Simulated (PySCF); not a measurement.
Vertical excitations of a molecule CH8FNOSi2 from TDDFT-PBE/def2-SVPD in PySCF, as energy in eV (oscillator strength): 5.46 (0.001), 5.60 (0.009), 5.85 (0.020), 6.03 (0.003), 6.32 (0.033), 6.46 (0.006), 6.51 (0.026), 6.61 (0.022), 6.72 (0.057), 6.93 (0.006). Lowest triplet (TDA): 5.21 eV. The structure is a stationary point at PBE0-D3(BJ)/def2-SVP. The values are those of a single conformer.

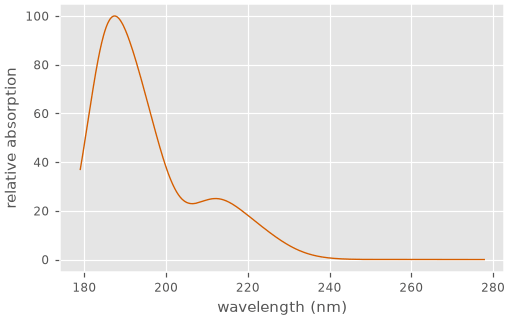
*The lines broadened by 0.4 eV.*

**Question.** Pick the molecule that these values belong to.
A) N[SiH2][C@H](F)[SiH2]O
B) CO[SiH2][Si@@H](N)F
C) CN([SiH3])[Si@@H](O)F
D) C[Si@](N)(F)[SiH2]O

**Answer.** B, CO[SiH2][Si@@H](N)F
